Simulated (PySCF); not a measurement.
**One shape, several levels: C2H6BN (SMILES [BH3-]C#[N+]C)**

Wanted: a comparison of 6 runs (HF/STO-3G, B3LYP/6-31G*, PBE/6-31+G*, PBE0/def2-SVP, B3LYP/6-311+G**, PBE/def2-TZVP) of C2H6BN. Input form: a Python script.

Program for the calculation: PySCF 2.14.0.

## (1) The system as given

C2H6BN: 10 atoms, total charge 0, spin state singlet. SMILES: `[BH3-]C#[N+]C`. The coordinates come from a PBE0-D4/def2-TZVP relaxation.

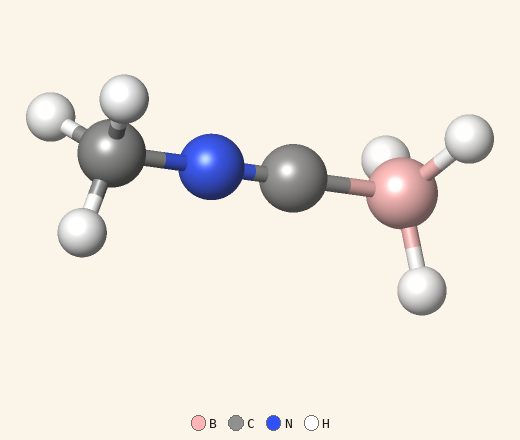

The structure, seen from a chosen angle (boron pink, carbon grey, nitrogen blue, hydrogen white).

## (2) Energy and forces at HF/STO-3G (run 1)

The input, job.py:

```python
# [BH3-]C#[N+]C
from pyscf import gto

mol = gto.M(
    atom=[
    ('B', (-1.081490, 1.190110, -1.304370)),
    ('C', (-0.280220, 0.307620, -0.337860)),
    ('N', (0.322890, -0.356720, 0.389990)),
    ('C', (1.058250, -1.164470, 1.276290)),
    ('H', (-1.406670, 0.471340, -2.224980)),
    ('H', (-2.032680, 1.600560, -0.674520)),
    ('H', (-0.331540, 2.078420, -1.648510)),
    ('H', (1.114260, -2.181710, 0.886430)),
    ('H', (2.067550, -0.765500, 1.386090)),
    ('H', (0.569650, -1.179670, 2.251460)),
],
    basis='sto-3g',
    verbose=4,
    spin=0,
    charge=0,
    max_memory=1860,
)

hf = mol.RHF()
hf.conv_tol = 1e-10
hf.kernel()
if not hf.converged:
    hf = hf.newton().run(hf.mo_coeff, hf.mo_occ)

energy = hf.e_tot
print('Final energy', energy)
grad = hf.nuc_grad_method().kernel()
hf.analyze()
```

On the command line:

```bash
OMP_NUM_THREADS=1 python job.py
```

The log of the run:

```text
PySCF version 2.14.0

[... 77 lines left out ...]
Nuclear Repulsion Energy =             101.530963608899285
[... 7 lines left out ...]
MO #2   energy= -11.1920544667792  occ= 2
[... 5 lines left out ...]
MO #8   energy= -0.700011246533761 occ= 2
[... 5 lines left out ...]
MO #14  energy= -0.352368704102535 occ= 2
[... 5 lines left out ...]
MO #20  energy= 0.635190010402388  occ= 0
[... 5 lines left out ...]
MO #26  energy= 1.31869114911281   occ= 0
[... 39 lines left out ...]
Dipole moment(X, Y, Z, Debye):  3.66648, -4.03472,  4.42160
```

It took 2.8 s on 1 thread of Intel Xeon at 2.50GHz (Skylake/Cascade Lake), shared host; peak memory 0.12 GiB.

## (3) Energy and gradient at B3LYP/6-31G(d) (Cartesian functions) (run 2)

The input, input.xyz:

```xyz
10

B     -1.081490     1.190110    -1.304370
C     -0.280220     0.307620    -0.337860
N      0.322890    -0.356720     0.389990
C      1.058250    -1.164470     1.276290
H     -1.406670     0.471340    -2.224980
H     -2.032680     1.600560    -0.674520
H     -0.331540     2.078420    -1.648510
H      1.114260    -2.181710     0.886430
H      2.067550    -0.765500     1.386090
H      0.569650    -1.179670     2.251460
```

The input, calc.py:

```python
# [BH3-]C#[N+]C
import pyscf.grad
from pyscf import gto, dft

molecule = gto.Mole()
molecule.atom = 'input.xyz'
molecule.max_memory = 1860
molecule.verbose = 4
molecule.spin = 0
molecule.cart = True
molecule.basis = '6-31g*'
molecule.charge = 0
molecule.build()

calc0 = dft.RKS(molecule)
calc0.xc = 'b3lyp'
calc0.conv_tol = 1e-10
calc0.grids.level = 5
calc0.kernel()
if not calc0.converged:
    calc0 = calc0.newton().run(calc0.mo_coeff, calc0.mo_occ)

e_tot = calc0.e_tot
print('E = %.10f Eh' % e_tot)
grad = calc0.Gradients().kernel()
calc0.analyze()
```

On the command line:

```bash
OMP_NUM_THREADS=1 python calc.py
```

The log of the run:

```text
PySCF version 2.14.0

[... 103 lines left out ...]
MO #2   energy= -10.2818159383024  occ= 2
[... 13 lines left out ...]
MO #16  energy= -0.001425874207419 occ= 0
[... 13 lines left out ...]
MO #30  energy= 0.494906474483977  occ= 0
[... 13 lines left out ...]
MO #44  energy= 1.03636112487895   occ= 0
[... 13 lines left out ...]
MO #58  energy= 1.90628335537225   occ= 0
[... 13 lines left out ...]
MO #72  energy= 4.55871166732709   occ= 0
[... 85 lines left out ...]
Dipole moment(X, Y, Z, Debye):  3.34446, -3.67983,  4.03316
```

It took 36 s on 1 thread of Intel Xeon at 2.50GHz (Skylake/Cascade Lake), shared host; peak memory 0.74 GiB.

Run 3 isn't shown in full; the table further down has it.

## (4) Energy and gradient at PBE0/def2-SVP (run 4)

The input, geometry.xyz:

```xyz
10

B     -1.081490     1.190110    -1.304370
C     -0.280220     0.307620    -0.337860
N      0.322890    -0.356720     0.389990
C      1.058250    -1.164470     1.276290
H     -1.406670     0.471340    -2.224980
H     -2.032680     1.600560    -0.674520
H     -0.331540     2.078420    -1.648510
H      1.114260    -2.181710     0.886430
H      2.067550    -0.765500     1.386090
H      0.569650    -1.179670     2.251460
```

The input, calc.py:

```python
from pyscf import gto, dft

mol = gto.M(
    atom='geometry.xyz',
    spin=0,
    charge=0,
    max_memory=1860,
    verbose=3,
    basis='def2-svp',
)

mf = dft.RKS(mol, xc='pbe0')
mf.conv_tol = 1e-10
mf.grids.level = 5
mf.kernel()
if not mf.converged:
    mf = mf.newton().run(mf.mo_coeff, mf.mo_occ)

e_tot = mf.e_tot
print('E(%s) = %.9f' % ('PBE0', e_tot))
grad = mf.nuc_grad_method().kernel()
mf.analyze()
```

On the command line:

```bash
OMP_NUM_THREADS=1 python calc.py
```

The log of the run:

```text
converged SCF energy = -159.06439174027
[... 20 lines left out ...]
MO #11  energy= -0.404703912997815 occ= 2
[... 14 lines left out ...]
MO #26  energy= 0.267318133218279  occ= 0
[... 14 lines left out ...]
MO #41  energy= 0.703674100283026  occ= 0
[... 14 lines left out ...]
MO #56  energy= 1.51712383735455   occ= 0
[... 14 lines left out ...]
MO #71  energy= 2.12303576642624   occ= 0
[... 14 lines left out ...]
MO #86  energy= 3.7249554745882    occ= 0
[... 11 lines left out ...]
Dipole moment(X, Y, Z, Debye):  3.37351, -3.71178,  4.06822
```

Run time: 48 s. Hardware: 1 thread of Intel Xeon at 2.50GHz (Skylake/Cascade Lake), shared host; peak memory 0.87 GiB.

Run 5 isn't shown in full; the table further down has it.

## (5) Energy and forces at PBE/def2-TZVP (run 6)

The input, input.py:

```python
# [BH3-]C#[N+]C
import pyscf.grad
from pyscf import gto, dft

mol = gto.M(
    atom='''
B     -1.081490     1.190110    -1.304370
C     -0.280220     0.307620    -0.337860
N      0.322890    -0.356720     0.389990
C      1.058250    -1.164470     1.276290
H     -1.406670     0.471340    -2.224980
H     -2.032680     1.600560    -0.674520
H     -0.331540     2.078420    -1.648510
H      1.114260    -2.181710     0.886430
H      2.067550    -0.765500     1.386090
H      0.569650    -1.179670     2.251460
''',
    max_memory=1860,
    basis='def2-tzvp',
    verbose=4,
)

mf = dft.RKS(mol, xc='pbe')
mf.grids.level = 5
mf.conv_tol = 1e-10
mf.kernel()
if not mf.converged:
    mf = mf.newton().run(mf.mo_coeff, mf.mo_occ)

e_final = mf.e_tot
print(f'total energy: {e_final:.8f} hartree')
grad = mf.Gradients().kernel()
dip = mf.dip_moment()
pop, q = mf.mulliken_pop()
```

On the command line:

```bash
OMP_NUM_THREADS=1 python input.py
```

The log of the run:

```text
PySCF version 2.14.0

[... 83 lines left out ...]
converged SCF energy = -159.222359344249
total energy: -159.22235934 hartree
[... 12 lines left out ...]
Dipole moment(X, Y, Z, Debye):  3.24892, -3.57468,  3.91804
[... 171 lines left out ...]
charge of    9H =      0.16472
```

Wall time 2.5 min (1 thread of Intel Xeon at 2.50GHz (Skylake/Cascade Lake), shared host); peak memory 2 GiB.

## (6) Overview of the runs

```tsv
run	level	Cartesian functions	integration grid	energy (Eh)	dipole moment (D)	HOMO energy (eV)	LUMO energy (eV)	wall time
1	HF/STO-3G	no	–	-156.352855	7.02	-9.59	7.25	2.8 s
2	B3LYP/6-31G* (Cartesian functions)	yes	5	-159.391668	6.40	-7.65	-0.04	36 s
3	PBE/6-31+G* (spherical functions)	no	5	-159.163981	6.24	-6.81	-1.07	47 s
4	PBE0/def2-SVP	no	5	-159.064392	6.46	-8.00	0.01	48 s
5	B3LYP/6-311+G**	no	5	-159.436819	6.42	-7.92	-0.57	88 s
6	PBE/def2-TZVP	no	5	-159.222359	6.22	-6.83	-1.10	2.5 min
```

## (7) Outcome

| quantity | value |
| --- | --- |
| run 6: total energy | -159.22236 Eh |
| run 6: dipole moment | 6.22 D |
| run 6: HOMO energy | -6.83 eV |
| run 6: LUMO energy | -1.10 eV |
| run 6: HOMO–LUMO gap | 5.73 eV |
| run 6: largest force on an atom | 1.737 eV/Å |

What this shows: The dipole moment (its size) runs from 6.22 D (PBE/def2-TZVP) to 7.02 D (HF/STO-3G). The two ends differ in method and basis. The HOMO–LUMO gap runs from 5.73 eV (PBE/def2-TZVP) to 16.84 eV (HF/STO-3G). Totals of different functionals can't be ranked against each other. In run 1 the basis is minimal, so the values are rough. All runs together took 6.2 min, the longest 2.5 min.
